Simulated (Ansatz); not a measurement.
# GeH2+ (doublet): inputs that go wrong at distance Ge1–H2 = 2.113 Å

3 inputs are run for GeH2+ (doublet) as typed; the log has to tell whether the result can be used and what must change.

Computed with Ansatz 0.2.0, Gaussian basis. Level: the settings change from run to run.

20 further runs of the same task are left out: 2 for a known fault of the program, 15 that didn't finish, 3 set aside as unsound or not needed.

### 1 The geometry

The geometry derives from a PBE0/def2-TZVP stationary point (not a proven minimum). One bond is set to the value named and the two fragments are kept rigid. No spin-orbit coupling is included. The filled d shell of Ge may be among the frozen orbitals whatever the setting's name suggests; the logs give the count.

3 atoms, charge 1, spin multiplicity 2.

Atoms are counted from 1 here; the program's logs count them from 0.

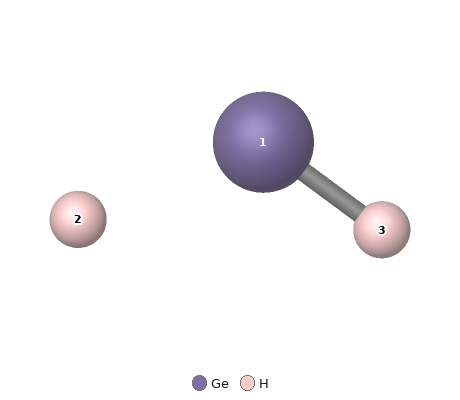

The geometry (germanium purple, hydrogen pink); atoms are numbered from 1 in the order of the file.

### 2 Input 1

File in.yaml:

```yaml
crystal:
  periodic: [false, false, false]
  atoms:
    - {symbol: Ge, position_ang: [0.000000, -0.024397, 0.006594]}
    - {symbol: H, position_ang: [0.000000, 1.017542, -1.831647]}
    - {symbol: H, position_ang: [0.000000, 0.740723, 1.356456]}
basis:
  gaussian: {orbitals: 6-31G}
total_charge: 1
magnetization: {spin_polarized: false, initial_magnetization: 1}
correlation: {method: ccsdtqp, electrons: valence}
scf: {lower_state_search: off}
```

Started as:

```bash
ansatz run in.yaml --threads 1 --pin off --events-out ev --progress --plain --max-ram 2393MiB
```

Log:

```text
Error: YAML parse error: error: line 11 column 23: unknown variant `ccsdtqp`, expected one of mp2, rpa, ccsd, ccsd_t, bccd, bccd_t, ccsdt, ccsdt_q, ccsdt_q_b, ccsdtq, fci, sc_nevpt2, fic_nevpt4_sd, fic_mrcisd_q, fic_mrcisd_q_relaxed
  --> <input>:11:23
   |
 9 | total_charge: 1
10 | magnetization: {spin_polarized: false, initial_magnetization: 1}
11 | correlation: {method: ccsdtqp, electrons: valence}
   |                       ^ unknown variant `ccsdtqp`, expected one of mp2, rpa, ccsd, ccsd_t, bccd, bccd_t, ccsdt, ccsdt_q, ccsdt_q_b, ccsdtq, fci, sc_nevpt2, fic_nevpt4_sd, fic_mrcisd_q, fic_mrcisd_q_relaxed
12 | scf: {lower_state_search: off}
   |
```

Wall time 0.03 s (1 thread of AMD EPYC, shared host).

Diagnosis: The run was refused. The method's name isn't one that the program knows. To mend it, name one from the list in the message.

### 3 Input 2

File in.yaml:

```yaml
crystal:
  periodic: [false, false, false]
  atoms:
    - {symbol: Ge, position_ang: [0.000000, -0.024397, 0.006594]}
    - {symbol: H, position_ang: [0.000000, 1.017542, -1.831647]}
    - {symbol: H, position_ang: [0.000000, 0.740723, 1.356456]}
basis:
  gaussian: {orbitals: def2-TZVP}
total_charge: 1
magnetization: {spin_polarized: false, initial_magnetization: 1}
correlation: {method: ccsd_t, frozen_orbitals: {Ge: 20}}
```

Launched as before.

Log:

```text
Functional definition: HF
  name "HF"
  cite "Fock, Z. Phys. 61, 126 (1930) doi:10.1007/BF01340294"
  parent pbe
  exchange = exact_x
  correlation = 0
Error: "frozen_orbitals" has no count for H
```

Run time: 0.15 s. Hardware: 1 thread of AMD EPYC, shared host.

What is wrong: The run was refused. The frozen-orbital counts are incomplete or too large. To mend it, leave frozen_orbitals out, or give each element a count that its core has.

### 4 Input 3

File in.yaml:

```yaml
crystal:
  periodic: [false, false, false]
  atoms:
    - {symbol: Ge, position_ang: [0.000000, -0.024397, 0.006594]}
    - {symbol: H, position_ang: [0.000000, 1.017542, -1.831647]}
    - {symbol: H, position_ang: [0.000000, 0.740723, 1.356456]}
basis:
  gaussian: {orbitals: aug-cc-pVDZ}
total_charge: 1
magnetization: {spin_polarized: false, initial_magnetization: 1}
correlation: {method: sc_nevpt2, electrons: outside_noble_gas, active_space: {window: {electrons: 7, orbitals: 2}}}
accuracy: high
```

Launched as before.

Log:

```text
Functional definition: HF
  name "HF"
  cite "Fock, Z. Phys. 61, 126 (1930) doi:10.1007/BF01340294"
  parent pbe
  exchange = exact_x
  correlation = 0
1014 factors; integrals over basis functions are off by at most 4.4e-9 eV
mean field evaluation 1: about -56493.1337 eV, gradient 6.3e0 eV
mean field evaluation 2: about -56493.1399 eV, gradient 6.3e0 eV
mean field evaluation 4: about -56493.4838 eV, gradient 5.3e-1 eV
mean field evaluation 8: about -56493.4897 eV, gradient 1.6e-1 eV
mean field evaluation 16: about -56493.4948 eV, gradient 1.4e-7 eV
mean field evaluation 32: about -56493.4640 eV, gradient 3.8e-6 eV
mean field -56493.49483281 eV, -2076.0976424397 hartree, gradient 1.8e-8 eV, S^2 0.750000; 2 other end points of the search recorded, 0 dependent functions left out
reference -56493.49483281 eV, -2076.0976424397 hartree; 17, 16 occupied and 37, 38 virtual orbitals, 1014 factors
Error: 7 electrons in 2 orbitals form no window around the highest filled level of the reference
```

It took 4.9 s on 1 thread of AMD EPYC, shared host.

Diagnosis: The run stopped with an error. The active window can't be built from these electrons and orbitals. To mend it, choose counts that fit the spin, the electrons and the basis.

### 5 Summary

```
input                      level                ended                                                               cause    time
    1            'ccsdtqp'/6-31G              refused                  the method's name isn't one that the program knows  0.03 s
    2  CCSD(T) on ROHF/def2-TZVP              refused               the frozen-orbital counts are incomplete or too large  0.15 s
    3    NEVPT2(7,2)/aug-cc-pVDZ  stopped by an error  the active window can't be built from these electrons and orbitals   4.9 s
```

2 refused, 1 stopped by an error.
